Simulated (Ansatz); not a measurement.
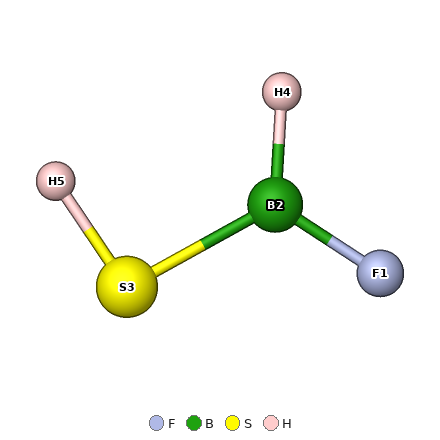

The system is BFH₂S, SMILES FBS; the picture shows the reference structure. The first coordinate is: bond length B2–S3; the second: dihedral F1–B2–S3–H5. Nothing is relaxed (all other coordinates rigid). Grid: 13 × 12 points; 91 points were computed and 65 follow by symmetry. Points are written as (first, second). All energies are given in kJ/mol relative to the lowest grid point. The calculation used RKS PBE0-D4/def2-TZVP in Ansatz 0.2.0.

Its coordinates:

```yaml
atoms:
  - { symbol: F, position_ang: [-1.1191, -0.9059, -1.0692] }
  - { symbol: B, position_ang: [-0.4128, -0.3391, -0.1061] }
  - { symbol: S, position_ang: [0.9724, 0.6986, -0.5794] }
  - { symbol: H, position_ang: [-0.7120, -0.5309, 1.0337] }
  - { symbol: H, position_ang: [1.3215, 1.0037, 0.6796] }
```

Range: bond length B2–S3 from 1.507 to 2.333 Å; dihedral F1–B2–S3–H5 from −180 to 150°.

### Predict the map.

The lowest grid point is at (1.782 Å, −180°); the map holds 2 wells of about this depth. The highest grid point, (1.507 Å, −90°), lies 245 kJ/mol above the lowest. On the interpolated surface the easiest way out of the lowest well to the well at about (1.80 Å, 0°) passes a barrier of about 56 kJ/mol. Round the minimum the two coordinates are nearly uncoupled.

| dihedral F1–B2–S3–H5 ↓, bond length B2–S3 → | 1.507 | 1.576 | 1.645 | 1.714 | 1.782 | 1.851 | 1.920 | 1.989 | 2.058 | 2.126 | 2.195 | 2.264 | 2.333 |
| --- | --- | --- | --- | --- | --- | --- | --- | --- | --- | --- | --- | --- | --- |
| 150 | 163 | 91 | 47 | 22 | 13 | 15 | 24 | 39 | 58 | 79 | 102 | 126 | 151 |
| 120 | 213 | 135 | 86 | 56 | 43 | 41 | 47 | 59 | 75 | 94 | 115 | 137 | 160 |
| 90 | 245 | 163 | 109 | 77 | 61 | 56 | 60 | 70 | 85 | 102 | 122 | 143 | 165 |
| 60 | 214 | 137 | 87 | 58 | 44 | 41 | 47 | 59 | 75 | 94 | 115 | 137 | 160 |
| 30 | 164 | 92 | 48 | 24 | 14 | 15 | 24 | 39 | 58 | 79 | 102 | 126 | 151 |
| 0 | 142 | 73 | 31 | 8 | 1 | 4 | 14 | 30 | 50 | 72 | 96 | 121 | 146 |
| −30 | 164 | 92 | 48 | 24 | 14 | 15 | 24 | 39 | 58 | 79 | 102 | 126 | 151 |
| −60 | 214 | 137 | 87 | 58 | 44 | 41 | 47 | 59 | 75 | 94 | 115 | 137 | 160 |
| −90 | 245 | 163 | 109 | 77 | 61 | 56 | 60 | 70 | 85 | 102 | 122 | 143 | 165 |
| −120 | 213 | 135 | 86 | 56 | 43 | 41 | 47 | 59 | 75 | 94 | 115 | 137 | 160 |
| −150 | 163 | 91 | 47 | 22 | 13 | 15 | 24 | 39 | 58 | 79 | 102 | 126 | 151 |
| −180 | 142 | 72 | 30 | 8 | 0 | 3 | 14 | 30 | 50 | 72 | 96 | 121 | 146 |

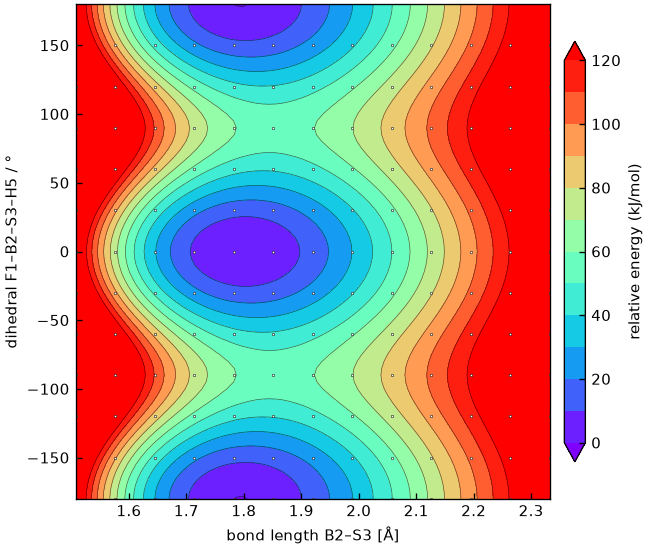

Drawn: filled contours, dots at the grid points, one colour for all values above the top of the scale. Between grid points the surface is interpolated.

Each point was launched as `ansatz run input.yaml --threads 1 --pin off --max-ram 2560MiB --backend cpu --events-out ev --progress --plain --runs-dir out`. Time for the 91 points that were run: 3.7 min on 1 thread of Arm Neoverse V2, with other jobs on the host.
